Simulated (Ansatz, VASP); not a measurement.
# Mg3ScAlCo in two plane-wave programs

Aim: how closely do two programs agree when they are given the same cell, functional and k mesh? The cell is invented: As first built, before any earlier steps moved the atoms: it takes the YAlCo4 structure with some of its atoms replaced by other elements, volume scaled by an estimate. It may not be a known or stable phase. The cell comes out of earlier VASP steps on this material, which relaxed, scaled or displaced it; both programs get it as it stands.

Program: Ansatz 0.2.0. Level of theory: plane waves, with VASP 6.6.1 beside it; single point at PBE. Results are calculated unless marked as measured.

**1. Set-up**

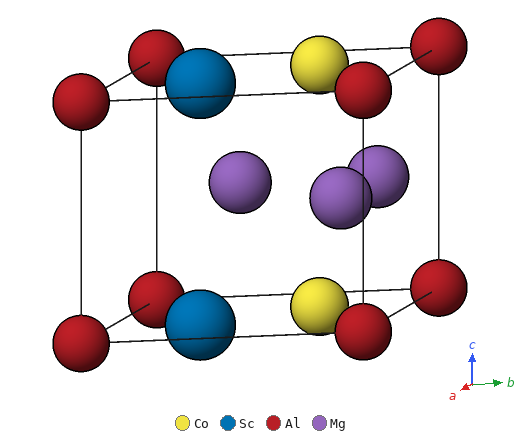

The cell as given, slightly off an axis (cobalt yellow, scandium blue, aluminium red, magnesium purple). Some periodic images of atoms are drawn too.

As a file:

```cif
data_structure
_symmetry_space_group_name_H-M 'P-6m2'
_symmetry_Int_Tables_number 187
_cell_length_a 5.4119
_cell_length_b 5.4119
_cell_length_c 4.5293
_cell_angle_alpha 90.000
_cell_angle_beta 90.000
_cell_angle_gamma 120.000
_cell_volume 114.89
loop_
_atom_site_label
_atom_site_type_symbol
_atom_site_symmetry_multiplicity
_atom_site_Wyckoff_symbol
_atom_site_fract_x
_atom_site_fract_y
_atom_site_fract_z
_atom_site_occupancy
Co1 Co 1 a 0.00000 0.00000 0.00000 1
Sc1 Sc 1 c 0.33333 0.66667 0.00000 1
Al1 Al 1 e 0.66667 0.33333 0.00000 1
Mg1 Mg 3 k 0.32487 0.16243 0.50000 1
```

**2. VASP: single point, PBE**

A single point gives forces, pressure and levels at one fixed geometry, so differences don't come from the geometry; what else differs is listed under the comparison.

Lines of VASP's logs that name or quote its potential files are left out, and so is its time.

Input file INCAR:

```
SYSTEM = Mg3ScAlCo
PREC = Accurate
ENCUT = 400
EDIFF = 1E-06
NELM = 100
ISMEAR = -1
SIGMA = 0.05
LREAL = .FALSE.
ALGO = Normal
GGA = PE
ISPIN = 2
MAGMOM = 2 0 0 0 0 0
LMAXMIX = 4
LORBIT = 11
LWAVE = .FALSE.
LCHARG = .FALSE.
KPAR = 2
ISIF = 2
```

Input file POSCAR:

```
Mg3ScAlCo
1.0
    5.4119124085      0.0000000000      0.0000000000
   -2.7059562042      4.6868535305      0.0000000000
    0.0000000000      0.0000000000      4.5293290425
Co Sc Al Mg
1 1 1 3
Direct
    0.3333333300      0.6666666700      0.0000000000
    0.6666666700      0.3333333300      0.0000000000
    0.0000000000      0.0000000000      0.0000000000
    0.6582031009      0.8291015455      0.5000000000
    0.1708984545      0.8291015455      0.5000000000
    0.1708984545      0.3417968991      0.5000000000
```

Input file KPOINTS:

```
Automatic mesh
0
Gamma
6 6 6
0 0 0
```

The projector-augmented-wave data sets are Co, Sc_sv, Al and Mg (PBE family, release 64).

Run with:

```sh
> mpirun -np 2 vasp_std
```

Numbers of over 12 decimals in the logs are rounded to 6 here.

The log of the run:

```text
[banner, memory and clock lines left out]
running    2 mpi-ranks, on    1 nodes
 distrk:  each k-point on    1 cores,    2 groups
 distr:  one band on    1 cores,    1 groups

 POSCAR found type information on POSCAR CoScAlMg
 POSCAR found :  4 types and       6 ions
 LDA part: xc-table for (Slater+PW92), standard interpolation
 POSCAR, INCAR and KPOINTS ok, starting setup
 FFT: planning ... GRIDC
 FFT: planning ... GRID_SOFT
 FFT: planning ... GRID
 WAVECAR not read
 entering main loop
       N       E                     dE             d eps       ncg     rms          rms(c)
DAV:   1     0.208684265467E+03    0.20868E+03   -0.10336E+04  2264   0.107E+03
DAV:   2    -0.120705897278E+02   -0.22075E+03   -0.21745E+03  2356   0.413E+02
DAV:   3    -0.233824411809E+02   -0.11312E+02   -0.10715E+02  3232   0.927E+01
DAV:   4    -0.238329710474E+02   -0.45053E+00   -0.44192E+00  3181   0.155E+01
DAV:   5    -0.238465673656E+02   -0.13596E-01   -0.13538E-01  3119   0.311E+00    0.119E+01
DAV:   6    -0.296631606185E+02   -0.58166E+01   -0.10289E+02  2812   0.107E+02    0.268E+01
DAV:   7    -0.208740579690E+02    0.87891E+01   -0.27201E+01  2948   0.716E+01    0.342E+00
DAV:   8    -0.210822104363E+02   -0.20815E+00   -0.41937E+00  3238   0.140E+01    0.461E+00
DAV:   9    -0.210815448264E+02    0.66561E-03   -0.22703E+00  3190   0.138E+01    0.410E+00
DAV:  10    -0.209660877607E+02    0.11546E+00   -0.38854E-01  3558   0.576E+00    0.114E+00
DAV:  11    -0.209606682571E+02    0.54195E-02   -0.45826E-02  3723   0.166E+00    0.365E-01
DAV:  12    -0.209606164612E+02    0.51796E-04   -0.35769E-03  3010   0.448E-01    0.118E-01
DAV:  13    -0.209609109224E+02   -0.29446E-03   -0.14482E-03  3265   0.267E-01    0.208E-01
DAV:  14    -0.209609164858E+02   -0.55635E-05   -0.56518E-04  3204   0.186E-01    0.116E-01
[...]
DAV:  18    -0.209611897432E+02   -0.10229E-03   -0.15449E-03  3325   0.315E-01    0.440E-02
DAV:  19    -0.209612608560E+02   -0.71113E-04   -0.10194E-03  3575   0.239E-01    0.340E-02
DAV:  20    -0.209612901277E+02   -0.29272E-04   -0.25850E-04  3532   0.123E-01    0.299E-02
DAV:  21    -0.209613045131E+02   -0.14385E-04   -0.82083E-05  3521   0.706E-02    0.262E-02
DAV:  22    -0.209613272040E+02   -0.22691E-04   -0.49122E-04  3395   0.180E-01    0.160E-02
DAV:  23    -0.209613435604E+02   -0.16356E-04   -0.16307E-03  3431   0.320E-01    0.534E-03
DAV:  24    -0.209613523091E+02   -0.87487E-05   -0.52684E-05  2711   0.441E-02    0.259E-03
DAV:  25    -0.209613531530E+02   -0.84394E-06   -0.45253E-06  2336   0.153E-02
   1 F= -.20961353E+02 E0= -.20941964E+02  d E =-.387783E-01  mag=     0.3169
```

OUTCAR, selected parts (step 2):

```text
ion  position               nearest neighbor table
   1  0.333  0.667  0.000-   5 2.73   5 2.73   6 2.73   6 2.73   4 2.73   4 2.73   2 3.12   3 3.12
                             3 3.12   2 3.12   3 3.12   2 3.12
   2  0.667  0.333  0.000-   1 3.12   3 3.12   3 3.12   1 3.12   3 3.12   1 3.12   4 3.53   4 3.53
                             5 3.53   5 3.53   5 3.53   5 3.53   4 3.53   4 3.53   6 3.53   6 3.53
   3  0.000  0.000  0.000-   6 2.77   6 2.77   4 2.77   4 2.77   5 2.77   5 2.77   1 3.12   2 3.12
                             2 3.12   1 3.12   2 3.12   1 3.12
   4  0.658  0.829  0.500-   6 2.64   5 2.64   1 2.73   1 2.73   3 2.77   3 2.77   6 2.77   5 2.77
                             2 3.53   2 3.53   2 3.53   2 3.53
   5  0.171  0.829  0.500-   6 2.64   4 2.64   1 2.73   1 2.73   3 2.77   3 2.77   6 2.77   4 2.77
                             2 3.53   2 3.53   2 3.53   2 3.53
   6  0.171  0.342  0.500-   5 2.64   4 2.64   1 2.73   1 2.73   3 2.77   3 2.77   5 2.77   4 2.77
                             2 3.53   2 3.53   2 3.53   2 3.53

  LATTYP: Found a hexagonal cell.
 ALAT       =     5.4119124085
 C/A-ratio  =     0.8369183942

 Subroutine GETGRP returns: Found 12 space group operations
 (whereof 12 operations were pure point group operations)

The static configuration has the point symmetry D_3h.

 Found     28 irreducible k-points:

   k-points           NKPTS =     28   k-points in BZ     NKDIM =     28   number of bands    NBANDS=     19

   dimension x,y,z NGX =    36 NGY =   36 NGZ =   30
   dimension x,y,z NGXF=    72 NGYF=   72 NGZF=   60

   ENCUT  =  400.0 eV  29.40 Ry    5.42 a.u.   8.83  8.83  7.39*2*pi/ulx,y,z

   NELECT =      29.0000    total number of electrons

 k-points in reciprocal lattice and weights: Automatic mesh
   0.00000000  0.00000000  0.00000000       0.005
   0.16666667  0.00000000  0.00000000       0.028
   0.33333333 -0.00000000  0.00000000       0.028
   0.50000000  0.00000000  0.00000000       0.014
   0.16666667  0.16666667  0.00000000       0.028
   0.33333333  0.16666667  0.00000000       0.056
   0.33333333  0.33333333  0.00000000       0.009
   0.00000000  0.00000000  0.16666667       0.009
   0.16666667  0.00000000  0.16666667       0.056
[...]
0.33333333  0.16666667  0.50000000       0.056
   0.33333333  0.33333333  0.50000000       0.009

 average (electrostatic) potential at core
       1 -83.4369       2 -47.4756       3 -75.9024       4 -36.8173       5 -36.8173
       6 -36.8173

 E-fermi :   4.3367

 spin component 1
 k-point     1 :       0.0000    0.0000    0.0000
  band No.  band energies     occupation
    ...
     11       3.2086      1.00000
     12       3.2405      1.00000
     13       3.4184      1.00000
     14       3.4184      1.00000
     15       3.7822      0.99998
     16       4.8143      0.00007
     17       4.8143      0.00007
     18       5.5786      0.00000
     19       5.5786      0.00000

 k-point     2 :       0.1667    0.0000    0.0000
  band No.  band energies     occupation
    ...
     11       3.1871      1.00000
     12       3.3545      1.00000
     13       3.4071      1.00000
     14       3.6963      1.00000
     15       4.0153      0.99839
     16       4.9464      0.00001
     17       4.9509      0.00000
     18       5.5834      0.00000
     19       5.7149      0.00000

 k-point     3 :       0.3333   -0.0000    0.0000
  band No.  band energies     occupation
    ...
     10       2.8322      1.00000
     11       3.1451      1.00000
     12       3.2806      1.00000
     13       3.6981      1.00000
     14       3.7100      1.00000
     15       4.4940      0.04123
     16       5.1580      0.00000
     17       5.5488      0.00000
     18       5.5924      0.00000
     19       5.7167      0.00000

 k-point     4 :       0.5000    0.0000    0.0000
  band No.  band energies     occupation
    ...
     10       2.9043      1.00000
     11       3.1247      1.00000
     12       3.2617      1.00000
     13       3.7041      1.00000
     14       3.9020      0.99983
     15       4.6709      0.00125
     16       5.2484      0.00000
     17       5.4812      0.00000
     18       5.5967      0.00000
     19       5.6389      0.00000

 k-point     5 :       0.1667    0.1667    0.0000
  band No.  band energies     occupation
    ...
     10       2.9249      1.00000
     11       3.1649      1.00000
     12       3.2650      1.00000
     13       3.6344      1.00000
     14       3.9099      0.99980
     15       4.3678      0.34912
     16       4.7937      0.00011
     17       5.4126      0.00000
     18       5.5327      0.00000
     19       6.0034      0.00000

 k-point     6 :       0.3333    0.1667    0.0000
  band No.  band energies     occupation
    ...
     10       3.0388      1.00000
     11       3.1447      1.00000
     12       3.2163      1.00000
     13       3.9391      0.99965
     14       3.9542      0.99952
     15       4.6241      0.00317
     16       5.0293      0.00000
     17       5.1431      0.00000
     18       5.6411      0.00000
     19       6.1787      0.00000

  Total       -0.0638221     -0.0638221     -0.0310578     -0.0000000      0.0000000     -0.0000000
  in kB       -0.8900530     -0.8900530     -0.4331268     -0.0000000      0.0000000     -0.0000000
  external PRESSURE =      -0.7377443 kB  Pullay stress =       0.0000000 kB

  energy-cutoff  :      400.00
  volume of cell :      114.89
      direct lattice vectors                 reciprocal lattice vectors
     5.411912409  0.000000000  0.000000000     0.184777566  0.106681379  0.000000000
    -2.705956204  4.686853530  0.000000000     0.000000000  0.213362759  0.000000000
     0.000000000  0.000000000  4.529329042     0.000000000  0.000000000  0.220783253

 POSITION                                       TOTAL-FORCE (eV/Angst)
 -----------------------------------------------------------------------------------
     -0.00000      3.12457      0.00000         0.000000      0.000000     -0.000000
      2.70596      1.56228      0.00000         0.000000      0.000000     -0.000000
      0.00000      0.00000      0.00000         0.000000      0.000000     -0.000000
      1.31863      3.88588      2.26466        -0.000897     -0.000518      0.000000
     -1.31863      3.88588      2.26466         0.000897     -0.000518      0.000000
      0.00000      1.60195      2.26466         0.000000      0.001036      0.000000
 -----------------------------------------------------------------------------------
    total drift:                               -0.000026      0.000015     -0.000000

  FREE ENERGIE OF THE ION-ELECTRON SYSTEM (eV)
  ---------------------------------------------------
  free  energy   TOTEN  =       -20.9613531530 eV

  energy  without entropy=      -20.9225748145  energy(sigma->0) =      -20.94196398

 total charge
# of ion       s       p       d       tot
------------------------------------------
    1        0.391   0.277   7.348   8.016
    2        2.186   6.086   0.915   9.187
    3        0.424   0.378   0.000   0.802
    4        0.224   0.184   0.024   0.432
    5        0.224   0.184   0.024   0.432
    6        0.224   0.184   0.024   0.432
--------------------------------------------------
tot          3.672   7.293   8.335  19.300

 magnetization (x)
# of ion       s       p       d       tot
------------------------------------------
    1        0.002   0.001   0.356   0.359
    2       -0.003  -0.002  -0.025  -0.030
    3        0.001  -0.001   0.000  -0.000
    4       -0.001   0.001  -0.000  -0.000
    5       -0.001   0.001  -0.000  -0.000
    6       -0.001   0.001  -0.000  -0.000
--------------------------------------------------
tot         -0.002   0.000   0.330   0.329

[... 6 further parts left out ...]
```

The run ends at a pressure of -0.07 GPa, with forces up to 0.0010 eV/Å.

(Part 1 of 2 ends here.)

[Lines on the potential files, build, host, timing and source positions are cut from VASP's logs without a mark.]

[Logs are printed without paths, hosts, clocks, repeated set-up lines and the standing remarks that a program may print on its own settings, such as how far it seeks lower states.]

[Hosts, paths, dates, database ids (printed as entryN), source tags and the programs' standing remarks are cut or masked in the printed files.]
